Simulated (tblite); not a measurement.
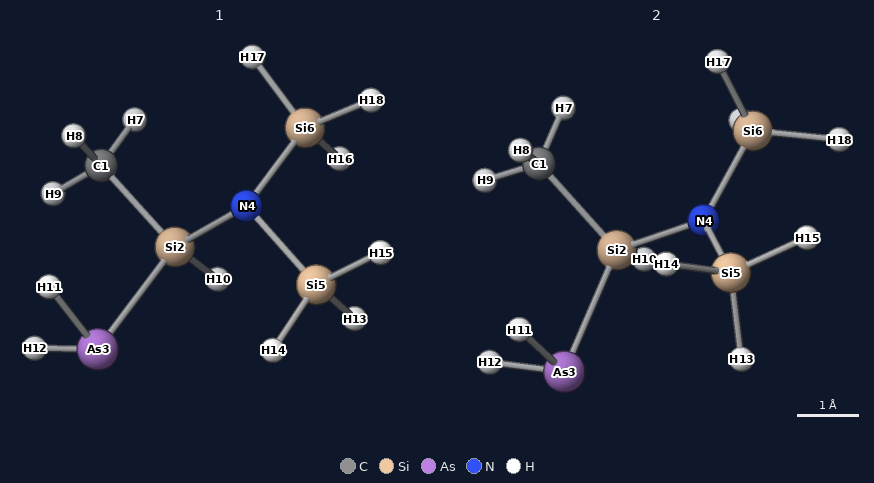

Two geometries of CH$_{12}$AsNSi$_{3}$, drawn at one scale. One is the start of a relaxation, the other its converged end. A ball-and-stick model, seen at a tilt.

These are results of GFN2-xTB geometry optimisation, gas phase (tblite 0.8.0), not measurements. 

**Which geometry has the lower energy?**

Structure 2 is the relaxed one. After 232 geometry steps the energy has fallen by 13.5 kcal/mol. The largest move after the best rigid fit is that of H14, 1.72 Å. Largest moves by element: H 1.72 Å, As 0.82 Å, N 0.76 Å, Si 0.55 Å, C 0.25 Å. Some distances before and after: As3–Si5 3.791 → 3.529 Å, N4–Si6 1.804 → 1.742 Å, As3–H11 1.554 → 1.503 Å, As3–H12 1.557 → 1.507 Å. Bond angles that change, for instance: Si5–N4–Si6 106.7° → 121.4°, Si2–N4–Si5 108.2° → 119.9°, Si2–N4–Si6 108.1° → 118.2°. Cost: 1.9 s on 1 thread of Arm Neoverse V2 (shared host).
